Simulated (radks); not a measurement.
**Tb: atomic calculation**

- system: the neutral terbium atom in the configuration [Xe] 4f9 6s2 (high spin).
- method: scalar-relativistic Kohn-Sham, PBEsol, spin-polarised, spherical densities, finite nucleus (the in-house radial solver radks)

Output:
```
1s      1   1.0000       -1904.71809739
2s      1   1.0000        -315.75131765
2p      1   3.0000        -280.63914114
3s      1   1.0000         -70.04197885
3p      1   3.0000         -59.21083157
3d      1   5.0000         -45.07428468
4s      1   1.0000         -13.91739924
4p      1   3.0000         -10.35037770
4d      1   5.0000          -5.45318801
4f      1   7.0000          -0.16512441
5s      1   1.0000          -1.78000206
5p      1   3.0000          -0.93868897
6s      1   1.0000          -0.13951818
1s      2   1.0000       -1904.71806518
2s      2   1.0000        -315.74940110
2p      2   3.0000        -280.63777339
3s      2   1.0000         -69.97262229
3p      2   3.0000         -59.14182384
3d      2   5.0000         -45.02116057
4s      2   1.0000         -13.76281293
4p      2   3.0000         -10.19715798
4d      2   5.0000          -5.30182087
4f      2   2.0000          -0.03510764
5s      2   1.0000          -1.70023541
5p      2   3.0000          -0.88080379
6s      2   1.0000          -0.13411266
Etot -11704.254665444962
Ekin 12594.238735223698
Encl -28606.53479054026
Eh 4560.151690023626
Exc -252.1103001520251
err 1.1355279217795144e-08
it 16
```

Orbitals:

| orbital | occupation | energy (eV) | ⟨r⟩ (bohr) | outer maximum (bohr) |
| --- | --- | --- | --- | --- |
| 1s up | 1 | −51830.0 | 0.02151 | 0.0136 |
| 1s down | 1 | −51830.0 | 0.02151 | 0.0136 |
| 2s up | 1 | −8592.0 | 0.09153 | 0.0775 |
| 2s down | 1 | −8592.0 | 0.09153 | 0.0775 |
| 2p up | 3 | −7636.6 | 0.08090 | 0.0628 |
| 2p down | 3 | −7636.5 | 0.08090 | 0.0628 |
| 3s up | 1 | −1905.9 | 0.2395 | 0.220 |
| 3s down | 1 | −1904.1 | 0.2394 | 0.220 |
| 3p up | 3 | −1611.2 | 0.2382 | 0.216 |
| 3p down | 3 | −1609.3 | 0.2381 | 0.216 |
| 3d up | 5 | −1226.5 | 0.2167 | 0.176 |
| 3d down | 5 | −1225.1 | 0.2165 | 0.176 |
| 4s up | 1 | −378.712 | 0.5417 | 0.505 |
| 4s down | 1 | −374.505 | 0.5417 | 0.505 |
| 4p up | 3 | −281.648 | 0.5738 | 0.527 |
| 4p down | 3 | −277.479 | 0.5740 | 0.527 |
| 4d up | 5 | −148.389 | 0.6238 | 0.547 |
| 4d down | 5 | −144.270 | 0.6246 | 0.547 |
| 5s up | 1 | −48.436 | 1.320 | 1.18 |
| 5s down | 1 | −46.266 | 1.336 | 1.19 |
| 5p up | 3 | −25.543 | 1.562 | 1.34 |
| 5p down | 3 | −23.968 | 1.590 | 1.36 |
| 4f up | 7 | −4.493 | 0.8874 | 0.555 |
| 6s up | 1 | −3.796 | 4.105 | 3.48 |
| 6s down | 1 | −3.649 | 4.195 | 3.56 |
| 4f down | 2 | −0.955 | 0.9709 | 0.557 |

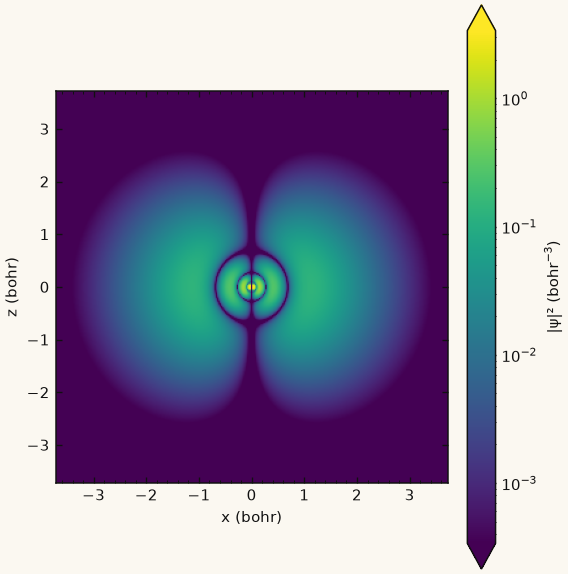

*The 5p(x) orbital of up spin. The radial function comes from the spherical calculation and is multiplied by a real spherical harmonic; the overall sign is chosen so that the largest lobe of P(r) is positive; at the scalar-relativistic level it is the large component. In the xz plane through the nucleus, the colour gives |ψ|² on a logarithmic scale.*

It has the nodal plane yz and 3 radial nodes, at r = 0.0928, 0.273 and 0.688 bohr. The outermost maximum of P² lies at 1.34 bohr, ⟨r⟩ = 1.56 bohr, 90 % of the charge lies within 2.30 bohr, and the eigenvalue is −25.5 eV, with 3 electrons in the shell for this spin.

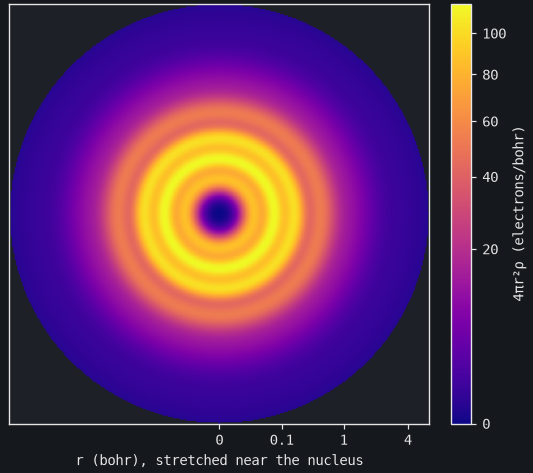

*The radial density 4πr²ρ as a disc about the nucleus, with the radius drawn as r to the power 0.3.*

There are 4 maxima, at r = 0.0149, 0.0664, 0.185 and 0.507 bohr, parted by minima at 0.0284, 0.121 and 0.362 bohr, inside which lie 1.9, 11.1 and 29.4 electrons. The configuration has 6 principal shells, so not every shell has a maximum of its own.

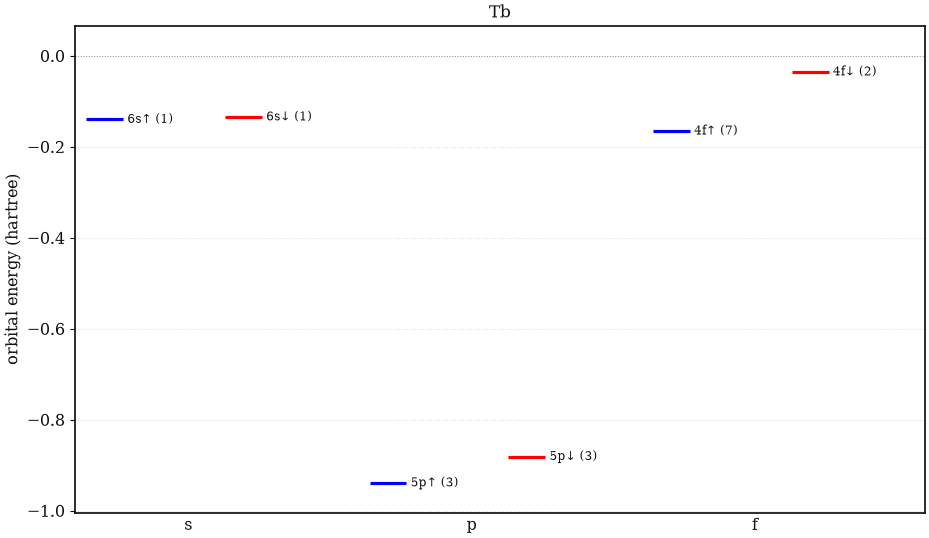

*The outer levels are drawn by angular momentum (occupations in brackets, up spins at the left of each column and down spins at the right).*

The highest occupied level is 4f down at −0.0351 hartree. The highest 4 occupied levels, from the top down, are 4f down (−0.0351 hartree), 6s down (−0.134 hartree), 6s up (−0.140 hartree), 4f up (−0.165 hartree). The largest exchange splitting (down less up) among the shells drawn in both spins is that of 4f, 0.130 hartree.

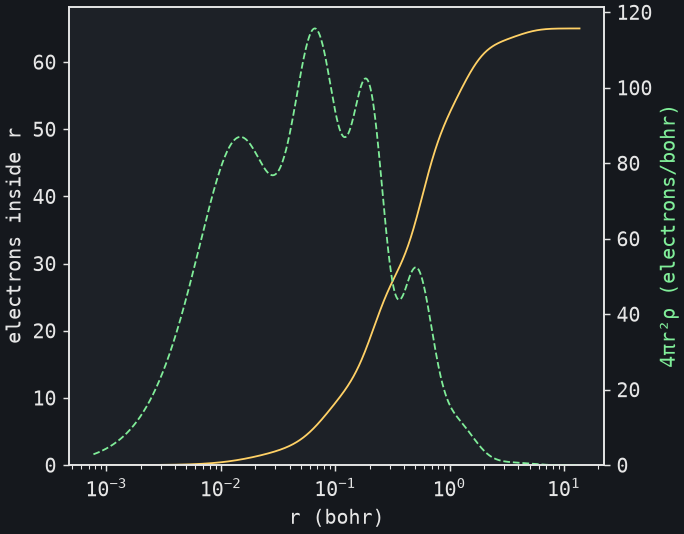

*The number of electrons inside radius r (solid) and the radial density 4πr²ρ (dashed).*

The count levels off at 65 electrons. Half of them lie within 0.430 bohr, 90 % within 1.52 bohr and 99 % within 4.67 bohr. The radial density has minima at 0.0284, 0.121 and 0.362 bohr, where the count stands at 1.9, 11.1 and 29.4; these part the shells that the density resolves.

Input file:
```
Z 65
configuration [Xe] 4f9 6s2
relativity scalar-relativistic
functional pbe_sol,pbe_sol
spin polarised
nucleus finite rms 5.06 fm
c 137.035999084
```

Energies in input and log are in hartree, lengths in bohr (the nuclear radius in fm).

Summary:

- outcome: converged
- total energy: −11704.2547 hartree
- kinetic energy: 12594.2387 hartree
- electron–nucleus energy: −28606.5348 hartree
- Hartree energy: 4560.1517 hartree
- exchange–correlation energy: −252.110300 hartree
- radius at density 0.001 e/bohr³: 5.19 bohr
- SCF iterations: 16
- hardware: 1 CPU thread, shared host
